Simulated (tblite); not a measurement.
**Run report: CH8BN3Si2, saddle-point search**

CH8BN3Si2, SMILES N#C[SiH2]N([SiH3])BN, computed with GFN2-xTB saddle search (eigenvector following) and harmonic vibrations, gas phase (tblite 0.8.0).

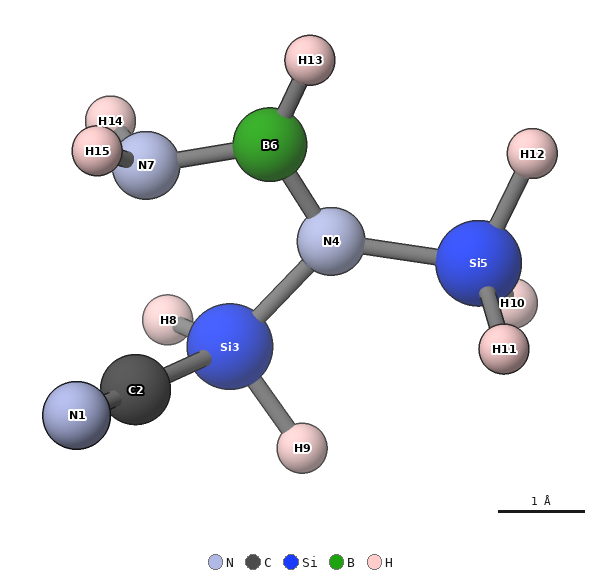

Figure 1. The input geometry (ball-and-stick view, seen on its broad side; atoms are numbered from 1 in the order of the input). Bond lengths as drawn: B–H 1.17 Å, B–N 1.39 to 1.48 Å, C–N 1.15 Å, C–Si 1.87 Å, H–N 1.01 Å, H–Si 1.46 to 1.48 Å and N–Si 1.74 to 1.78 Å.

The input:
```
{"job": {"xc": "GFN2-xTB", "basis": "xTB", "kind": "saddle"}, "charge": 0, "multiplicity": 1}
N      0.694603     2.517737     2.246308
C      0.087487     1.921454     1.479587
Si    -0.894802     0.964893     0.214593
N     -0.142907    -0.599966    -0.159236
Si    -0.865179    -2.144959     0.200659
B      1.098443    -0.333687    -0.726501
N      1.284437     1.133219    -0.843268
H     -1.267186     1.754553    -0.955264
H     -2.117994     0.571382     0.939951
H     -2.199199    -2.155082    -0.406683
H     -0.941875    -2.286275     1.656758
H     -0.012837    -3.174486    -0.391030
H      1.885228    -1.141855    -1.046073
H      1.255163     1.490265    -1.789834
H      2.136618     1.482808    -0.419967
```

The first line tells a small driver script what to run in tblite; the rest is the geometry in Å.

Machine: 1 CPU thread, shared host.

Launched with:
```bash
OMP_NUM_THREADS=1 python <driver script> task.json out
```

Log:
```
step      E/eV     max force
  0    -536.47732   0.0329
  1    -536.47892   0.0572
  2    -536.47914   0.0087
  3    -536.47921   0.0041
  4    -536.47926   0.0161
  5    -536.47928   0.0014
lowest wavenumbers (cm-1): -158.9 60.0 77.7 100.4 147.1 200.8
```

Trajectory as extended XYZ (Å, eV, eV/Å), 6 frames, from step=0 to step=5:
```
15
Properties=species:S:1:pos:R:3:forces:R:3 step=0 energy=-536.47732
N     0.6946    2.5177    2.2463    0.0180   0.0110   0.0250
C     0.0875    1.9215    1.4796   -0.0180  -0.0190  -0.0200
Si   -0.8948    0.9649    0.2146    0.0010   0.0010   0.0060
N    -0.1429   -0.6000   -0.1592    0.0050   0.0020   0.0110
Si   -0.8652   -2.1450    0.2007    0.0020   0.0020   0.0010
B     1.0984   -0.3337   -0.7265   -0.0040   0.0000  -0.0080
N     1.2844    1.1332   -0.8433    0.0020  -0.0010  -0.0050
H    -1.2672    1.7546   -0.9553   -0.0010  -0.0010   0.0040
H    -2.1180    0.5714    0.9400   -0.0010   0.0000   0.0030
H    -2.1992   -2.1551   -0.4067    0.0050   0.0040  -0.0050
H    -0.9419   -2.2863    1.6568   -0.0070  -0.0010  -0.0010
H    -0.0128   -3.1745   -0.3910    0.0000   0.0020  -0.0010
H     1.8852   -1.1419   -1.0461    0.0010  -0.0010   0.0050
H     1.2552    1.4903   -1.7898    0.0130  -0.0160  -0.0110
H     2.1366    1.4828   -0.4200   -0.0130   0.0160  -0.0030
15
Properties=species:S:1:pos:R:3:forces:R:3 step=1 energy=-536.47892
N     0.7316    2.4951    2.2537   -0.0080  -0.0080  -0.0090
C     0.1106    1.9113    1.4880    0.0070   0.0060   0.0070
Si   -0.8921    0.9647    0.2313   -0.0010   0.0030   0.0020
N    -0.1372   -0.5977   -0.1453   -0.0040  -0.0020   0.0040
Si   -0.8686   -2.1427    0.1947   -0.0200  -0.0270   0.0100
B     1.1004   -0.3291   -0.7195    0.0020   0.0060  -0.0030
N     1.2706    1.1375   -0.8648    0.0080   0.0000  -0.0080
H    -1.2840    1.7567   -0.9303    0.0010  -0.0010   0.0030
H    -2.1046    0.5687    0.9739    0.0020   0.0010  -0.0010
H    -2.1641   -2.1709   -0.4983    0.0500   0.0000   0.0260
H    -1.0386   -2.2625    1.6475    0.0040   0.0030  -0.0570
H     0.0291   -3.1739   -0.3283   -0.0290   0.0280   0.0170
H     1.8943   -1.1356   -1.0260   -0.0010   0.0020   0.0010
H     1.2323    1.4687   -1.8210    0.0040  -0.0080   0.0150
H     2.1203    1.5098   -0.4556   -0.0140  -0.0030  -0.0080
15
Properties=species:S:1:pos:R:3:forces:R:3 step=2 energy=-536.47914
N     0.7303    2.4949    2.2533    0.0000  -0.0010  -0.0010
C     0.1097    1.9117    1.4870    0.0010   0.0010   0.0010
Si   -0.8929    0.9652    0.2304    0.0000   0.0000   0.0000
N    -0.1368   -0.5973   -0.1434    0.0000  -0.0010   0.0000
Si   -0.8685   -2.1426    0.1940    0.0010   0.0060   0.0010
B     1.1021   -0.3289   -0.7153    0.0020   0.0020  -0.0010
N     1.2701    1.1372   -0.8662    0.0030   0.0000  -0.0040
H    -1.2845    1.7562   -0.9317    0.0000   0.0000   0.0000
H    -2.1053    0.5698    0.9732    0.0000   0.0000   0.0000
H    -2.1649   -2.1653   -0.4899   -0.0050   0.0000  -0.0040
H    -1.0302   -2.2696    1.6436   -0.0020   0.0000   0.0070
H     0.0211   -3.1723   -0.3379    0.0060  -0.0060  -0.0020
H     1.8980   -1.1353   -1.0164   -0.0020   0.0020  -0.0010
H     1.2344    1.4630   -1.8242    0.0010  -0.0020   0.0070
H     2.1174    1.5134   -0.4563   -0.0040  -0.0020  -0.0030
15
Properties=species:S:1:pos:R:3:forces:R:3 step=3 energy=-536.47921
N     0.7340    2.4933    2.2540   -0.0010  -0.0010  -0.0010
C     0.1122    1.9106    1.4883    0.0010   0.0010   0.0010
Si   -0.8924    0.9650    0.2326    0.0000   0.0000   0.0000
N    -0.1369   -0.5972   -0.1434   -0.0010   0.0000   0.0000
Si   -0.8687   -2.1425    0.1937   -0.0010  -0.0010   0.0020
B     1.1010   -0.3286   -0.7174    0.0010   0.0010  -0.0010
N     1.2693    1.1375   -0.8671    0.0010   0.0000  -0.0020
H    -1.2855    1.7570   -0.9283    0.0000   0.0000   0.0000
H    -2.1039    0.5692    0.9767    0.0000   0.0000   0.0000
H    -2.1595   -2.1707   -0.5019    0.0040   0.0000   0.0010
H    -1.0431   -2.2632    1.6429   -0.0010   0.0000  -0.0040
H     0.0283   -3.1729   -0.3257   -0.0010   0.0010   0.0010
H     1.8961   -1.1349   -1.0205   -0.0010   0.0010   0.0000
H     1.2314    1.4644   -1.8246    0.0000  -0.0010   0.0030
H     2.1178    1.5129   -0.4591   -0.0020  -0.0010  -0.0020
15
Properties=species:S:1:pos:R:3:forces:R:3 step=4 energy=-536.47926
N     0.7462    2.4896    2.2551   -0.0010  -0.0010  -0.0020
C     0.1204    1.9084    1.4914    0.0010   0.0010   0.0010
Si   -0.8901    0.9648    0.2389   -0.0010   0.0000   0.0000
N    -0.1365   -0.5973   -0.1418    0.0000   0.0000   0.0000
Si   -0.8694   -2.1426    0.1926   -0.0050  -0.0090   0.0030
B     1.0981   -0.3278   -0.7221   -0.0010   0.0010   0.0000
N     1.2650    1.1386   -0.8707    0.0000  -0.0010  -0.0010
H    -1.2893    1.7583   -0.9189    0.0000   0.0000   0.0010
H    -2.0982    0.5681    0.9883    0.0010   0.0000   0.0000
H    -2.1420   -2.1852   -0.5368    0.0140   0.0000   0.0080
H    -1.0817   -2.2476    1.6385    0.0020   0.0000  -0.0160
H     0.0470   -3.1742   -0.2911   -0.0100   0.0090   0.0050
H     1.8916   -1.1334   -1.0315    0.0000   0.0000   0.0000
H     1.2247    1.4662   -1.8277    0.0000   0.0000   0.0010
H     2.1142    1.5141   -0.4642    0.0000   0.0000  -0.0010
15
Properties=species:S:1:pos:R:3:forces:R:3 step=5 energy=-536.47928
N     0.7442    2.4908    2.2544    0.0000   0.0000   0.0000
C     0.1191    1.9091    1.4907    0.0000   0.0000   0.0000
Si   -0.8906    0.9648    0.2381    0.0000   0.0000   0.0000
N    -0.1367   -0.5972   -0.1419    0.0000   0.0000   0.0000
Si   -0.8692   -2.1427    0.1927    0.0000   0.0010   0.0000
B     1.0983   -0.3280   -0.7215    0.0000   0.0000   0.0000
N     1.2658    1.1384   -0.8699    0.0000   0.0000   0.0000
H    -1.2887    1.7579   -0.9203    0.0000   0.0000   0.0000
H    -2.0991    0.5684    0.9868    0.0000   0.0000   0.0000
H    -2.1440   -2.1832   -0.5309   -0.0010   0.0000  -0.0010
H    -1.0755   -2.2505    1.6383    0.0000   0.0000   0.0010
H     0.0436   -3.1737   -0.2964    0.0010  -0.0010   0.0000
H     1.8918   -1.1338   -1.0302    0.0000   0.0000   0.0000
H     1.2261    1.4662   -1.8268    0.0000   0.0000  -0.0010
H     2.1150    1.5134   -0.4631    0.0000   0.0000   0.0000
```

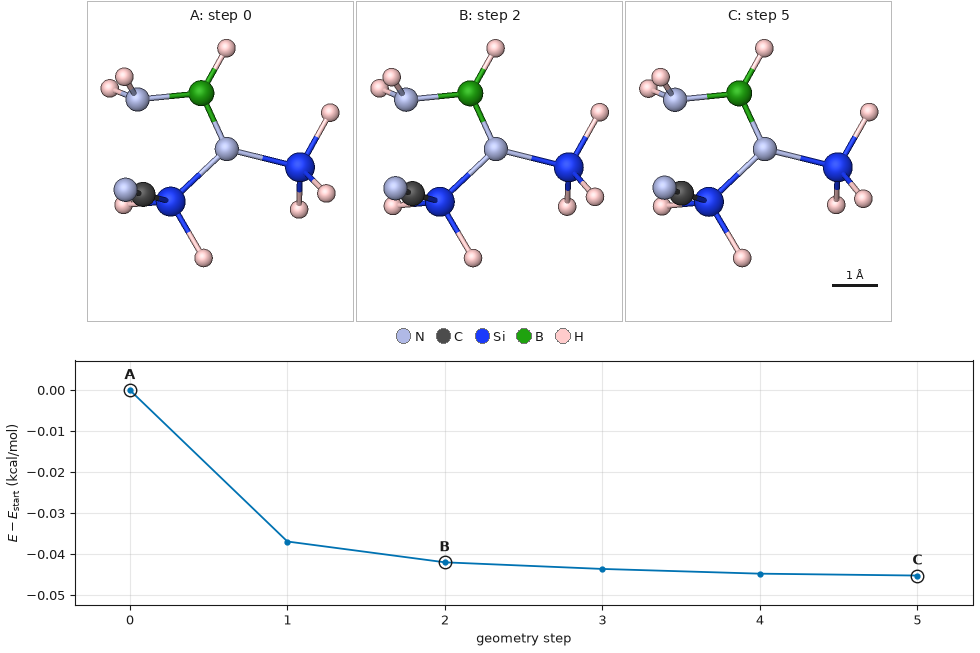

Figure 2. Frames of the saddle-point search (ball-and-stick view, seen at a tilt) above the curves, on which the letters mark them (steps are counted from 0).

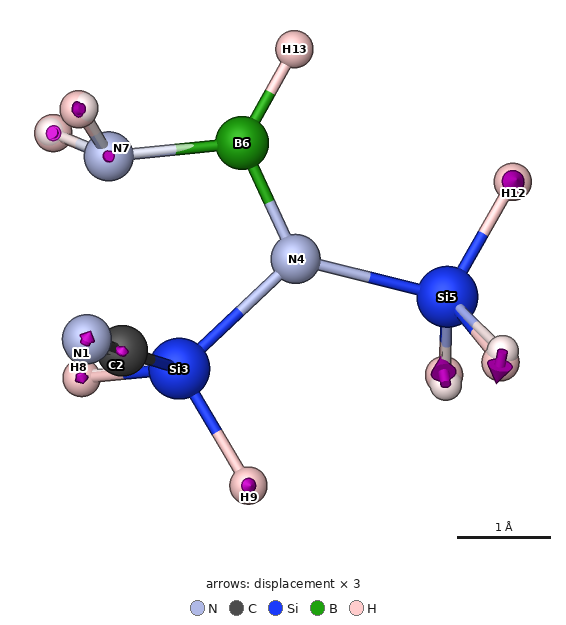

Figure 3. Start (faint) and end (solid) with the displacements as pink arrows, magnified 3 times (ball-and-stick view, seen at a tilt). The two geometries are laid on each other by the best rigid fit. After 5 geometry steps the energy has fallen by 0.05 kcal/mol. Largest force component: 0.025 eV/Å at the start, 0.001 eV/Å at the end. The largest moves after the best rigid fit, 0.14 Å, are those of H10 and H11. Largest moves by element: H 0.14 Å, N 0.06 Å, C 0.04 Å, Si 0.02 Å, B 0.01 Å. (Atoms are counted from 1 in the order of the input.)

Results in brief:

| quantity | value |
| --- | --- |
| outcome | converged |
| total energy | −536.4793 eV |
| point group | C1 |
| wall time | 2.6 s |
| peak memory | 0.2 GiB |
